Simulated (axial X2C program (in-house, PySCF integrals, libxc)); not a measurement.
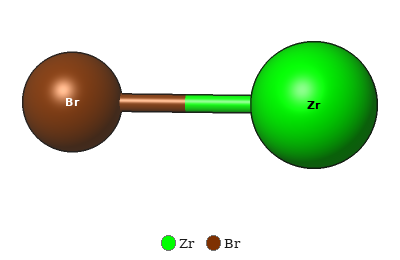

*The molecule at the reference distance of 2.582 Å.*

**ZrBr⁻: relativistic diatomic calculation**

- system: ZrBr⁻, single determinant with M_S = 1 and |Λ| = 0.
- method: HF, spin-free X2C-1e, Zr dyall-acv3z, Br dyall-acv3z (cores contracted) (axial X2C program (in-house, PySCF integrals, libxc))

### Input
```
{"zs": [40, 35], "q": -1, "bas": ["dyall-acv3z", "dyall-acv3z"], "levels": ["PBE0", "HF", "B3LYP"], "cc": true, "r0": 2.68, "thr": -1.0, "nmax": 90, "npts": 10, "nst": 2, "ntry": 6}
```

The line is the task of a batch: nuclear charges, charge, bases, the levels to run, a first guess of the distance and further settings. This report covers HF without spin-orbit coupling. The log is that of the reference distance 2.582 Å.

Hardware: 1 thread of Arm Neoverse V1, 24 GiB of memory available, shared host.

Launched within a batch (the task file carries these settings):
```bash
python <driver script> task.json out
```

### Log
```
spin-free X2C-1e  HF
basis functions 288  fitting functions 1393  grid points 5802
iter        total energy     max residual
   1      -6200.831566515     4.00e-01
   2      -6200.864585606     9.93e-03
   3      -6200.866975525     2.76e-02
   4      -6200.867768282     8.05e-03
   5      -6200.868027827     3.71e-03
   6      -6200.868101912     3.09e-03
   7      -6200.868130752     6.78e-04
   8      -6200.868137838     3.54e-04
   9      -6200.868140404     4.29e-04
  10      -6200.868141243     1.02e-04
  11      -6200.868141442     3.85e-05
  12      -6200.868141469     2.78e-05
  13      -6200.868141473     4.77e-06
  14      -6200.868141473     2.78e-06
converged
one-electron -9177.07336139  Coulomb 2893.75829892  exact exchange -204.48107873  xc functional 0.00000000  nuclear repulsion 286.92799972
correlated 12  virtual 372  natural virtual 90  E(MP2) -0.230096654  MP2 remainder -0.014403214
iter   CCSD correlation   residual
   1     -0.232815856   1.45e-01
   2     -0.242056136   8.11e-02
   3     -0.244162053   4.45e-02
   4     -0.244810343   2.37e-02
   5     -0.245131037   1.04e-02
   6     -0.245214123   5.19e-03
   7     -0.245234844   2.74e-03
   8     -0.245236139   1.63e-03
   9     -0.245236281   1.03e-03
  10     -0.245245190   5.66e-04
  11     -0.245247371   3.33e-04
  12     -0.245248411   1.80e-04
  13     -0.245248258   1.01e-04
  14     -0.245249152   5.31e-05
  15     -0.245249822   2.90e-05
  16     -0.245250401   1.76e-05
  17     -0.245250711   1.02e-05
  18     -0.245250833   5.77e-06
  19     -0.245250894   3.77e-06
  20     -0.245250922   2.44e-06
  21     -0.245250929   1.63e-06
(T) -0.011235480773045748  T1 0.0538  D1 0.1634  max T2 0.123
```

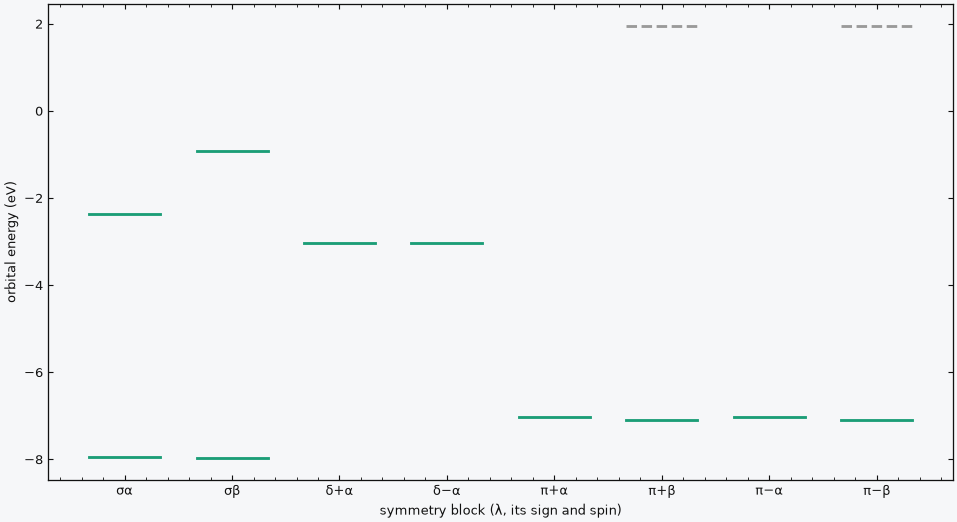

*Orbital energies near the frontier at 2.58 Å, filled (solid) and empty (dashed); a label such as π−α means λ = −1 and α spin.*

The highest filled orbital (σβ; 53 % Zr s, 38 % Zr p) lies at −0.93 eV, the lowest empty one (π−β; 100 % Zr p) at 1.95 eV.

### Outcome

```
                    quantity                                        value
                     outcome  not converged in a step after the SCF shown
largest ⟨S²⟩ along the curve                                         2.73
                   wall time                                        9.8 s
                 peak memory                                     0.93 GiB
```

### Diagnosis

The SCF whose log is shown converged, but a later step did not. The run therefore gave no full result. Hartree–Fock lacks correlation, so it usually binds too weakly. ⟨S²⟩ reaches 2.73 where a pure state of this multiplicity has 2.00, so the determinant is spin-contaminated.
